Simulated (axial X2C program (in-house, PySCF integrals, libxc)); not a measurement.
# Linear ClGaCl⁻ at several levels

How do method and spin–orbit coupling move the bonds and stretches of ClGaCl⁻, held linear?

Method: all-electron X2C, two-component (2c) or spin-free, Cl dyall-av3z, Ga dyall-v3z; program: an in-house X2C program for linear molecules on PySCF integrals.

All values are calculated.

1 further run of the same task is left out (set aside as unsound or not needed).

## Step 1: The job

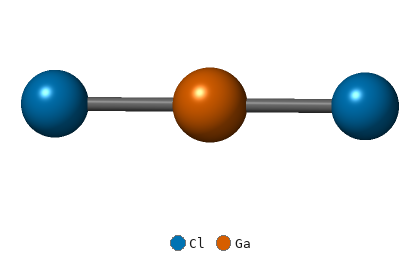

The atoms on one line, bonds 2.230 and 2.230 Å (chlorine blue, gallium orange).

Contents of task.json:

```json
{
 "zs": [
  17,
  31,
  17
 ],
 "q": -1,
 "bas": [
  "dyall-av3z",
  "dyall-v3z",
  "dyall-av3z"
 ],
 "r0": [
  2.23,
  2.23
 ],
 "symm": 1,
 "scan": [
  "PBE0",
  "HF",
  "r2SCAN"
 ],
 "levels": [
  "PBE0",
  "HF",
  "TPSSh"
 ],
 "nst": 2
}
```

Keys: zs atomic numbers; q charge; bas basis sets; r0 starting distance in Å; symm equal bonds; scan levels of the two-bond scan (MP2 follows by itself at each HF point); levels methods; nst determinants followed.

Launch:

```console
$ python solin.py task.json out
```

Masses Cl 34.969, Ga 68.926, Cl 34.969 u.

## Step 2: Scan at PBE0, 2c

State: Ω = 0 (all partner blocks equally filled). Energies above the lowest point, from the job's result record:

```csv
r(Cl–Ga) (Å),r(Ga–Cl) (Å),E (meV)
2.5486,2.5486,17.69
2.5486,2.6140,5.69
2.5486,2.6793,5.42
2.6140,2.5486,5.69
2.6140,2.6140,0.00
2.6140,2.6793,5.73
2.6140,2.7447,20.39
2.6793,2.5486,5.42
2.6793,2.6140,5.73
2.6793,2.6793,17.16
2.7447,2.6140,20.39
2.7447,2.7447,62.42
```

A quadratic surface with cubic terms in each bond gives the minimum at 2.613 and 2.613 Å, force constants 0.423, 0.423 and coupling 0.21 mdyn/Å.

## Step 3: Scan at HF, 2c

State: Ω = 0 (all partner blocks equally filled). Energies above the lowest point, from the job's result record:

```csv
r(Cl–Ga) (Å),r(Ga–Cl) (Å),E (meV)
2.5486,2.5486,115.39
2.5486,2.6140,74.03
2.5486,2.6793,45.03
2.6140,2.5486,74.03
2.6140,2.6140,40.46
2.6140,2.6793,18.88
2.6140,2.7447,6.83
2.6793,2.5486,45.03
2.6793,2.6140,18.88
2.6793,2.6793,4.35
2.7447,2.6140,6.83
2.7447,2.7447,0.00
```

A quadratic surface with cubic terms in each bond gives the minimum at 2.719 and 2.719 Å, force constants 0.304, 0.304 and coupling 0.26 mdyn/Å.

## Step 4: Scan at r2SCAN, 2c

State: Ω = 0 (all partner blocks equally filled). Energies above the lowest point, from the job's result record:

```csv
r(Cl–Ga) (Å),r(Ga–Cl) (Å),E (meV)
2.5486,2.5486,13.15
2.5486,2.6140,3.29
2.5486,2.6793,4.62
2.6140,2.5486,3.29
2.6140,2.6140,0.00
2.6140,2.6793,7.56
2.6140,2.7447,23.85
2.6793,2.5486,4.62
2.6793,2.6140,7.56
2.6793,2.6793,21.04
2.7447,2.6140,23.85
2.7447,2.7447,70.25
```

A quadratic surface with cubic terms in each bond gives the minimum at 2.605 and 2.605 Å, force constants 0.41, 0.41 and coupling 0.22 mdyn/Å.

## Step 5: The levels side by side

| level | r(Cl–Ga) (Å) | r(Ga–Cl) (Å) | lower stretch (cm⁻¹) | upper stretch (cm⁻¹) |
| --- | --- | --- | --- | --- |
| PBE0, 2c | 2.613 | 2.613 | 143.0 | 175.7 |
| HF, 2c | 2.719 | 2.719 | 62.1 | 166.0 |
| r2SCAN, 2c | 2.605 | 2.605 | 135.6 | 175.2 |
| MP2, 2c | 2.593 | 2.593 | 143.3 | 176.5 |
| PBE0, spin-free | 2.612 | 2.612 | 143.0 | 175.7 |
| HF, spin-free | 2.719 | 2.719 | 62.1 | 166.0 |
| r2SCAN, spin-free | 2.604 | 2.604 | 135.6 | 175.2 |
| MP2, spin-free | 2.593 | 2.593 | 143.2 | 176.5 |

Scans not shown above were run alike.

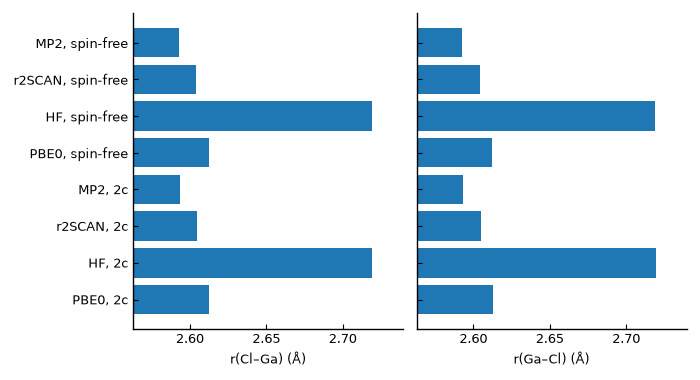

The two bond lengths by level.

What this shows: Over the levels the Cl–Ga bond spans 2.593 to 2.719 Å and the Ga–Cl bond 2.593 to 2.719 Å. At PBE0 spin–orbit coupling leaves both bonds unchanged to 0.001 Å. A spread of over 0.1 Å marks a weak, flat bond or a change of state between levels. Each state is one determinant, the lowest of a limited PBE0 search; the stretches come from a fit to few points and are good to some per cent at best. The lower stretch spreads by more than a fifth over the levels, so it depends strongly on the method. The stretches are sorted by size, and where the two bonds are alike the symmetric and antisymmetric modes can swap order between levels. MP2 freezes inner shells (threshold -2 hartree). For an anion the highest level of a functional can be positive, and the basis then holds the extra electron. The molecule was held linear; bending was not examined, so a bent shape may lie lower.
